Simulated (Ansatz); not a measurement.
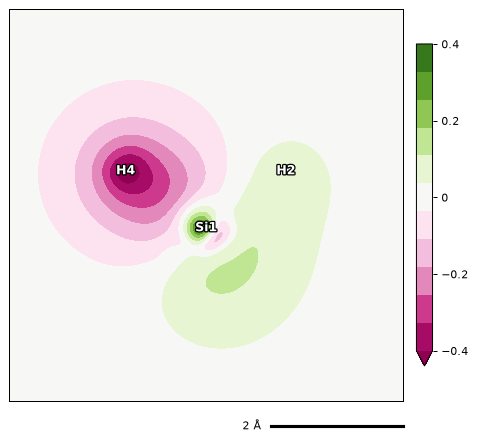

SiH$_{4}$. The HOMO on the plane of atoms H2, Si1 and H4 (values in Å⁻³ᐟ²; the overall sign is arbitrary).

Level of theory: RKS CAM-B3LYP-D4/def2-SVP (Ansatz 0.2.0).

The calculation's input:

```
crystal:
  periodic: [false, false, false]
  atoms:
    - { symbol: Si, position_ang: [0.0, 0.0, 0.0] }
    - { symbol: H, position_ang: [0.0, 0.0, 1.46] }
    - { symbol: H, position_ang: [1.3768, 0.0, -0.4862] }
    - { symbol: H, position_ang: [-0.6877, 1.1914, -0.4862] }
    - { symbol: H, position_ang: [-0.6877, -1.1914, -0.4862] }
basis:
  gaussian: { orbitals: def2-SVP }
hamiltonian:
  xc: cam_b3lyp
  dispersion: d4
relax:
  f_tol: 0.02
  max_steps: 40
output:
  orbitals: {}
```

Command:

```sh
ansatz run input.yaml --threads 1 --pin off --max-ram 2048MiB --backend cpu --events-out ev --progress --plain --runs-dir out
```

The fields are those of the run's last geometry, not of the input's.

Where does this orbital lie, and at what energy?

It lies mainly on Si1 (about 45 %), H3 (about 35 %), H4 (about 10 %) and H5 (about 10 %). It is one of a degenerate set, so its orientation is arbitrary. Its energy is −11.26 eV.
